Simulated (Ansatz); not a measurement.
**Run report: BSiH4O2F, molecular dynamics (part 1 of 3)**

- system: BSiH4O2F
- method: RKS PBE0/6-31G* (Ansatz 0.2.0)

It belongs to a series of runs on one base structure; here: dynamics from the highest image of the converged band. Figures and captions count atoms from 1; the log counts them from 0 in places.

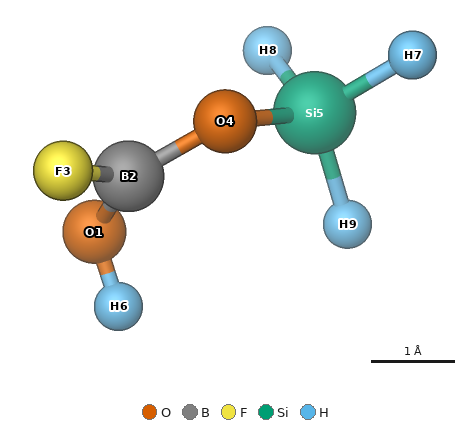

The input geometry (ball-and-stick view, seen at a tilt; atoms are numbered from 1 in the order of the input).

The input
```yaml
crystal:
  periodic: [false, false, false]
  atoms:
    - { symbol: O, position_ang: [-1.62936, 0.649936, 0.218179] }
    - { symbol: B, position_ang: [-0.407538, 1.284102, 0.211697] }
    - { symbol: F, position_ang: [-0.346801, 2.598131, 0.395655] }
    - { symbol: O, position_ang: [0.754054, 0.630882, -0.044806] }
    - { symbol: Si, position_ang: [0.864172, -1.003702, -0.39143] }
    - { symbol: H, position_ang: [-1.906141, 0.246547, 1.045914] }
    - { symbol: H, position_ang: [2.31161, -1.317405, -0.472112] }
    - { symbol: H, position_ang: [0.197892, -1.323291, -1.68] }
    - { symbol: H, position_ang: [0.250614, -1.811401, 0.699801] }
basis:
  gaussian: { orbitals: "6-31G*" }
hamiltonian:
  xc: pbe0
md:
  timestep: 0.5
  n_steps: 200
  ensemble: nve
  temperature: 100.0
  initial_velocities: maxwell_boltzmann
  seed: 8926
```

Hardware: 2 threads of AMD EPYC (Zen 4), 16 GiB of memory available, shared host.

Run as:
```bash
ansatz run input.yaml --threads 2 --pin off --max-ram 3072MiB --backend cpu --events-out ev --progress --plain --runs-dir out
```

Log
```
Engine: ansatz 0.2.0, x86_64-unknown-linux-gnu
Functional definition: PBE0
  parameter a = 0.25
  parameter kappa = 0.804
  parameter beta = 0.06672455060314922
  exchange = (1 - a)*pbe_x(kappa = kappa, mu = beta*pi^2/3) + a*exact_x
  correlation = pbe_c(beta = beta)
878 factors; integrals over basis functions are off by at most 7.3e-4 eV
mean field evaluation 1: about -15417.1270 eV, gradient 6.0e1 eV
mean field evaluation 2: about -15411.5675 eV, gradient 8.2e1 eV
mean field evaluation 4: about -15422.8777 eV, gradient 3.1e0 eV
mean field evaluation 8: about -15422.9185 eV, gradient 1.8e-1 eV
mean field -15422.91856299 eV, -566.7818031602 hartree, gradient 3.6e-5 eV, S^2 0.000000; 0 other end points of the search recorded, 0 dependent functions left out
the calculation of the forces begins
reference -15422.91858658 eV, -566.7818040273 hartree; 24, 24 occupied and 63, 63 virtual orbitals, 878 factors
md step     0: t =     0.00 fs  T =   100.0 K  F+E_penalty+E_count = -15422.91856299 eV  E_kin = 0.090482 eV  conserved = -15422.82808099 eV  (25 SCF iters)
these checks for a lower state are left out or cut short: starts, cluster_reference, orbital_swaps, neighbouring_geometries, increment
878 factors; integrals over basis functions are off by at most 7.3e-4 eV
mean field evaluation 16: about -15422.8918 eV, gradient 3.9e-1 eV
mean field -15422.91781087 eV, -566.7817755202 hartree, gradient 1.3e-5 eV, S^2 0.000000; 0 other end points of the search recorded, 0 dependent functions left out
the calculation of the forces begins
reference -15422.91783447 eV, -566.7817763875 hartree; 24, 24 occupied and 63, 63 virtual orbitals, 878 factors
md step     1: t =     0.50 fs  T =    99.2 K  F+E_penalty+E_count = -15422.91781087 eV  E_kin = 0.089736 eV  conserved = -15422.82807460 eV  (23 SCF iters)
[... from here on the SCF iterations and repeated set-up lines of each step are left out, up to the last step ...]
md step     2: t =     1.00 fs  T =    96.6 K  F+E_penalty+E_count = -15422.91550294 eV  E_kin = 0.087448 eV  conserved = -15422.82805529 eV  (23 SCF iters)
md step     3: t =     1.50 fs  T =    92.8 K  F+E_penalty+E_count = -15422.91194878 eV  E_kin = 0.083923 eV  conserved = -15422.82802603 eV  (23 SCF iters)
md step     4: t =     2.00 fs  T =    88.0 K  F+E_penalty+E_count = -15422.90761508 eV  E_kin = 0.079623 eV  conserved = -15422.82799165 eV  (22 SCF iters)
md step     5: t =     2.50 fs  T =    83.0 K  F+E_penalty+E_count = -15422.90304617 eV  E_kin = 0.075088 eV  conserved = -15422.82795834 eV  (23 SCF iters)
md step     6: t =     3.00 fs  T =    78.3 K  F+E_penalty+E_count = -15422.89876779 eV  E_kin = 0.070836 eV  conserved = -15422.82793204 eV  (23 SCF iters)
md step     7: t =     3.50 fs  T =    74.4 K  F+E_penalty+E_count = -15422.89519491 eV  E_kin = 0.067278 eV  conserved = -15422.82791715 eV  (23 SCF iters)
md step     8: t =     4.00 fs  T =    71.4 K  F+E_penalty+E_count = -15422.89256310 eV  E_kin = 0.064648 eV  conserved = -15422.82791544 eV  (23 SCF iters)
md step     9: t =     4.50 fs  T =    69.6 K  F+E_penalty+E_count = -15422.89089890 eV  E_kin = 0.062973 eV  conserved = -15422.82792606 eV  (23 SCF iters)
md step    10: t =     5.00 fs  T =    68.6 K  F+E_penalty+E_count = -15422.89003359 eV  E_kin = 0.062088 eV  conserved = -15422.82794574 eV  (23 SCF iters)
md step    11: t =     5.50 fs  T =    68.2 K  F+E_penalty+E_count = -15422.88965562 eV  E_kin = 0.061686 eV  conserved = -15422.82796939 eV  (23 SCF iters)
md step    12: t =     6.00 fs  T =    67.9 K  F+E_penalty+E_count = -15422.88938864 eV  E_kin = 0.061397 eV  conserved = -15422.82799176 eV  (23 SCF iters)
md step    13: t =     6.50 fs  T =    67.3 K  F+E_penalty+E_count = -15422.88887548 eV  E_kin = 0.060867 eV  conserved = -15422.82800816 eV  (23 SCF iters)
md step    14: t =     7.00 fs  T =    66.1 K  F+E_penalty+E_count = -15422.88785232 eV  E_kin = 0.059837 eV  conserved = -15422.82801541 eV  (24 SCF iters)
md step    15: t =     7.50 fs  T =    64.3 K  F+E_penalty+E_count = -15422.88619977 eV  E_kin = 0.058188 eV  conserved = -15422.82801224 eV  (23 SCF iters)
md step    16: t =     8.00 fs  T =    61.9 K  F+E_penalty+E_count = -15422.88396449 eV  E_kin = 0.055965 eV  conserved = -15422.82799919 eV  (23 SCF iters)
md step    17: t =     8.50 fs  T =    59.0 K  F+E_penalty+E_count = -15422.88135060 eV  E_kin = 0.053372 eV  conserved = -15422.82797854 eV  (23 SCF iters)
md step    18: t =     9.00 fs  T =    56.1 K  F+E_penalty+E_count = -15422.87868390 eV  E_kin = 0.050730 eV  conserved = -15422.82795384 eV  (23 SCF iters)
md step    19: t =     9.50 fs  T =    53.5 K  F+E_penalty+E_count = -15422.87635596 eV  E_kin = 0.048427 eV  conserved = -15422.82792929 eV  (23 SCF iters)
md step    20: t =    10.00 fs  T =    51.8 K  F+E_penalty+E_count = -15422.87475691 eV  E_kin = 0.046848 eV  conserved = -15422.82790912 eV  (24 SCF iters)
md step    21: t =    10.50 fs  T =    51.2 K  F+E_penalty+E_count = -15422.87420786 eV  E_kin = 0.046311 eV  conserved = -15422.82789691 eV  (26 SCF iters)
md step    22: t =    11.00 fs  T =    52.0 K  F+E_penalty+E_count = -15422.87490407 eV  E_kin = 0.047009 eV  conserved = -15422.82789490 eV  (24 SCF iters)
md step    23: t =    11.50 fs  T =    54.1 K  F+E_penalty+E_count = -15422.87687904 eV  E_kin = 0.048975 eV  conserved = -15422.82790357 eV  (24 SCF iters)
md step    24: t =    12.00 fs  T =    57.6 K  F+E_penalty+E_count = -15422.87999670 eV  E_kin = 0.052075 eV  conserved = -15422.82792152 eV  (24 SCF iters)
md step    25: t =    12.50 fs  T =    61.9 K  F+E_penalty+E_count = -15422.88397370 eV  E_kin = 0.056028 eV  conserved = -15422.82794565 eV  (24 SCF iters)
md step    26: t =    13.00 fs  T =    66.8 K  F+E_penalty+E_count = -15422.88842878 eV  E_kin = 0.060457 eV  conserved = -15422.82797168 eV  (24 SCF iters)
md step    27: t =    13.50 fs  T =    71.8 K  F+E_penalty+E_count = -15422.89295087 eV  E_kin = 0.064956 eV  conserved = -15422.82799488 eV  (24 SCF iters)
md step    28: t =    14.00 fs  T =    76.4 K  F+E_penalty+E_count = -15422.89717396 eV  E_kin = 0.069163 eV  conserved = -15422.82801076 eV  (24 SCF iters)
md step    29: t =    14.50 fs  T =    80.5 K  F+E_penalty+E_count = -15422.90084695 eV  E_kin = 0.072831 eV  conserved = -15422.82801645 eV  (24 SCF iters)
md step    30: t =    15.00 fs  T =    83.9 K  F+E_penalty+E_count = -15422.90388348 eV  E_kin = 0.075873 eV  conserved = -15422.82801033 eV  (24 SCF iters)
md step    31: t =    15.50 fs  T =    86.6 K  F+E_penalty+E_count = -15422.90638583 eV  E_kin = 0.078393 eV  conserved = -15422.82799298 eV  (24 SCF iters)
md step    32: t =    16.00 fs  T =    89.2 K  F+E_penalty+E_count = -15422.90863498 eV  E_kin = 0.080668 eV  conserved = -15422.82796715 eV  (24 SCF iters)
md step    33: t =    16.50 fs  T =    91.9 K  F+E_penalty+E_count = -15422.91104744 eV  E_kin = 0.083110 eV  conserved = -15422.82793727 eV  (24 SCF iters)
md step    34: t =    17.00 fs  T =    95.3 K  F+E_penalty+E_count = -15422.91410495 eV  E_kin = 0.086196 eV  conserved = -15422.82790881 eV  (24 SCF iters)
md step    35: t =    17.50 fs  T =    99.9 K  F+E_penalty+E_count = -15422.91826852 eV  E_kin = 0.090381 eV  conserved = -15422.82788723 eV  (24 SCF iters)
md step    36: t =    18.00 fs  T =   106.1 K  F+E_penalty+E_count = -15422.92389330 eV  E_kin = 0.096017 eV  conserved = -15422.82787662 eV  (24 SCF iters)
md step    37: t =    18.50 fs  T =   114.1 K  F+E_penalty+E_count = -15422.93116251 eV  E_kin = 0.103283 eV  conserved = -15422.82787906 eV  (24 SCF iters)
md step    38: t =    19.00 fs  T =   124.0 K  F+E_penalty+E_count = -15422.94005447 eV  E_kin = 0.112160 eV  conserved = -15422.82789403 eV  (23 SCF iters)
md step    39: t =    19.50 fs  T =   135.3 K  F+E_penalty+E_count = -15422.95035063 eV  E_kin = 0.122432 eV  conserved = -15422.82791851 eV  (30 SCF iters)
md step    40: t =    20.00 fs  T =   147.8 K  F+E_penalty+E_count = -15422.96168260 eV  E_kin = 0.133735 eV  conserved = -15422.82794767 eV  (30 SCF iters)
md step    41: t =    20.50 fs  T =   161.0 K  F+E_penalty+E_count = -15422.97360708 eV  E_kin = 0.145631 eV  conserved = -15422.82797602 eV  (30 SCF iters)
md step    42: t =    21.00 fs  T =   174.3 K  F+E_penalty+E_count = -15422.98569194 eV  E_kin = 0.157693 eV  conserved = -15422.82799863 eV  (26 SCF iters)
md step    43: t =    21.50 fs  T =   187.4 K  F+E_penalty+E_count = -15422.99759524 eV  E_kin = 0.169583 eV  conserved = -15422.82801189 eV  (30 SCF iters)
md step    44: t =    22.00 fs  T =   200.2 K  F+E_penalty+E_count = -15423.00912284 eV  E_kin = 0.181109 eV  conserved = -15422.82801427 eV  (30 SCF iters)
md step    45: t =    22.50 fs  T =   212.5 K  F+E_penalty+E_count = -15423.02025491 eV  E_kin = 0.192249 eV  conserved = -15422.82800632 eV  (30 SCF iters)
md step    46: t =    23.00 fs  T =   224.5 K  F+E_penalty+E_count = -15423.03113943 eV  E_kin = 0.203149 eV  conserved = -15422.82799063 eV  (29 SCF iters)
md step    47: t =    23.50 fs  T =   236.6 K  F+E_penalty+E_count = -15423.04205498 eV  E_kin = 0.214084 eV  conserved = -15422.82797098 eV  (29 SCF iters)
md step    48: t =    24.00 fs  T =   249.1 K  F+E_penalty+E_count = -15423.05335212 eV  E_kin = 0.225400 eV  conserved = -15422.82795200 eV  (29 SCF iters)
md step    49: t =    24.50 fs  T =   262.4 K  F+E_penalty+E_count = -15423.06538294 eV  E_kin = 0.237445 eV  conserved = -15422.82793808 eV  (29 SCF iters)
md step    50: t =    25.00 fs  T =   276.8 K  F+E_penalty+E_count = -15423.07843173 eV  E_kin = 0.250499 eV  conserved = -15422.82793286 eV  (29 SCF iters)
md step    51: t =    25.50 fs  T =   292.6 K  F+E_penalty+E_count = -15423.09265678 eV  E_kin = 0.264718 eV  conserved = -15422.82793881 eV  (28 SCF iters)
md step    52: t =    26.00 fs  T =   309.6 K  F+E_penalty+E_count = -15423.10805157 eV  E_kin = 0.280095 eV  conserved = -15422.82795663 eV  (29 SCF iters)
md step    53: t =    26.50 fs  T =   327.6 K  F+E_penalty+E_count = -15423.12443167 eV  E_kin = 0.296446 eV  conserved = -15422.82798524 eV  (29 SCF iters)
md step    54: t =    27.00 fs  T =   346.4 K  F+E_penalty+E_count = -15423.14144933 eV  E_kin = 0.313427 eV  conserved = -15422.82802195 eV  (28 SCF iters)
md step    55: t =    27.50 fs  T =   365.3 K  F+E_penalty+E_count = -15423.15863305 eV  E_kin = 0.330570 eV  conserved = -15422.82806286 eV  (29 SCF iters)
md step    56: t =    28.00 fs  T =   383.9 K  F+E_penalty+E_count = -15423.17544646 eV  E_kin = 0.347343 eV  conserved = -15422.82810337 eV  (29 SCF iters)
md step    57: t =    28.50 fs  T =   401.4 K  F+E_penalty+E_count = -15423.19135743 eV  E_kin = 0.363218 eV  conserved = -15422.82813903 eV  (29 SCF iters)
md step    58: t =    29.00 fs  T =   417.5 K  F+E_penalty+E_count = -15423.20590643 eV  E_kin = 0.377740 eV  conserved = -15422.82816609 eV  (29 SCF iters)
md step    59: t =    29.50 fs  T =   431.7 K  F+E_penalty+E_count = -15423.21876330 eV  E_kin = 0.390581 eV  conserved = -15422.82818237 eV  (29 SCF iters)
md step    60: t =    30.00 fs  T =   443.8 K  F+E_penalty+E_count = -15423.22976115 eV  E_kin = 0.401574 eV  conserved = -15422.82818740 eV  (26 SCF iters)
md step    61: t =    30.50 fs  T =   453.9 K  F+E_penalty+E_count = -15423.23890087 eV  E_kin = 0.410718 eV  conserved = -15422.82818288 eV  (29 SCF iters)
md step    62: t =    31.00 fs  T =   462.1 K  F+E_penalty+E_count = -15423.24632294 eV  E_kin = 0.418150 eV  conserved = -15422.82817265 eV  (29 SCF iters)
md step    63: t =    31.50 fs  T =   468.7 K  F+E_penalty+E_count = -15423.25224996 eV  E_kin = 0.424088 eV  conserved = -15422.82816149 eV  (29 SCF iters)
md step    64: t =    32.00 fs  T =   473.9 K  F+E_penalty+E_count = -15423.25691281 eV  E_kin = 0.428759 eV  conserved = -15422.82815401 eV  (29 SCF iters)
md step    65: t =    32.50 fs  T =   477.8 K  F+E_penalty+E_count = -15423.26047752 eV  E_kin = 0.432324 eV  conserved = -15422.82815393 eV  (28 SCF iters)
md step    66: t =    33.00 fs  T =   480.6 K  F+E_penalty+E_count = -15423.26298856 eV  E_kin = 0.434826 eV  conserved = -15422.82816288 eV  (29 SCF iters)
md step    67: t =    33.50 fs  T =   482.0 K  F+E_penalty+E_count = -15423.26434381 eV  E_kin = 0.436164 eV  conserved = -15422.82817976 eV  (29 SCF iters)
md step    68: t =    34.00 fs  T =   482.0 K  F+E_penalty+E_count = -15423.26431018 eV  E_kin = 0.436109 eV  conserved = -15422.82820101 eV  (29 SCF iters)
md step    69: t =    34.50 fs  T =   480.0 K  F+E_penalty+E_count = -15423.26257592 eV  E_kin = 0.434354 eV  conserved = -15422.82822207 eV  (29 SCF iters)
md step    70: t =    35.00 fs  T =   475.9 K  F+E_penalty+E_count = -15423.25882295 eV  E_kin = 0.430585 eV  conserved = -15422.82823761 eV  (29 SCF iters)
md step    71: t =    35.50 fs  T =   469.2 K  F+E_penalty+E_count = -15423.25280467 eV  E_kin = 0.424561 eV  conserved = -15422.82824369 eV  (29 SCF iters)
md step    72: t =    36.00 fs  T =   459.9 K  F+E_penalty+E_count = -15423.24440937 eV  E_kin = 0.416172 eV  conserved = -15422.82823762 eV  (29 SCF iters)
md step    73: t =    36.50 fs  T =   448.1 K  F+E_penalty+E_count = -15423.23370232 eV  E_kin = 0.405484 eV  conserved = -15422.82821855 eV  (29 SCF iters)
md step    74: t =    37.00 fs  T =   434.1 K  F+E_penalty+E_count = -15423.22093885 eV  E_kin = 0.392751 eV  conserved = -15422.82818774 eV  (29 SCF iters)
md step    75: t =    37.50 fs  T =   418.2 K  F+E_penalty+E_count = -15423.20654583 eV  E_kin = 0.378398 eV  conserved = -15422.82814822 eV  (29 SCF iters)
md step    76: t =    38.00 fs  T =   401.2 K  F+E_penalty+E_count = -15423.19107638 eV  E_kin = 0.362972 eV  conserved = -15422.82810419 eV  (29 SCF iters)
md step    77: t =    38.50 fs  T =   383.6 K  F+E_penalty+E_count = -15423.17514661 eV  E_kin = 0.347086 eV  conserved = -15422.82806033 eV  (29 SCF iters)
md step    78: t =    39.00 fs  T =   366.2 K  F+E_penalty+E_count = -15423.15936455 eV  E_kin = 0.331343 eV  conserved = -15422.82802108 eV  (26 SCF iters)
md step    79: t =    39.50 fs  T =   349.5 K  F+E_penalty+E_count = -15423.14426135 eV  E_kin = 0.316271 eV  conserved = -15422.82799063 eV  (29 SCF iters)
md step    80: t =    40.00 fs  T =   334.1 K  F+E_penalty+E_count = -15423.13023057 eV  E_kin = 0.302259 eV  conserved = -15422.82797180 eV  (28 SCF iters)
md step    81: t =    40.50 fs  T =   320.0 K  F+E_penalty+E_count = -15423.11748572 eV  E_kin = 0.289520 eV  conserved = -15422.82796582 eV  (29 SCF iters)
md step    82: t =    41.00 fs  T =   307.3 K  F+E_penalty+E_count = -15423.10604236 eV  E_kin = 0.278070 eV  conserved = -15422.82797234 eV  (29 SCF iters)
md step    83: t =    41.50 fs  T =   295.9 K  F+E_penalty+E_count = -15423.09572844 eV  E_kin = 0.267740 eV  conserved = -15422.82798881 eV  (29 SCF iters)
md step    84: t =    42.00 fs  T =   285.4 K  F+E_penalty+E_count = -15423.08622425 eV  E_kin = 0.258213 eV  conserved = -15422.82801125 eV  (29 SCF iters)
md step    85: t =    42.50 fs  T =   275.3 K  F+E_penalty+E_count = -15423.07712554 eV  E_kin = 0.249091 eV  conserved = -15422.82803463 eV  (29 SCF iters)
md step    86: t =    43.00 fs  T =   265.2 K  F+E_penalty+E_count = -15423.06802115 eV  E_kin = 0.239967 eV  conserved = -15422.82805395 eV  (29 SCF iters)
md step    87: t =    43.50 fs  T =   254.8 K  F+E_penalty+E_count = -15423.05857155 eV  E_kin = 0.230507 eV  conserved = -15422.82806486 eV  (28 SCF iters)
md step    88: t =    44.00 fs  T =   243.7 K  F+E_penalty+E_count = -15423.04857497 eV  E_kin = 0.220510 eV  conserved = -15422.82806464 eV  (29 SCF iters)
md step    89: t =    44.50 fs  T =   232.0 K  F+E_penalty+E_count = -15423.03800745 eV  E_kin = 0.209955 eV  conserved = -15422.82805281 eV  (28 SCF iters)
```
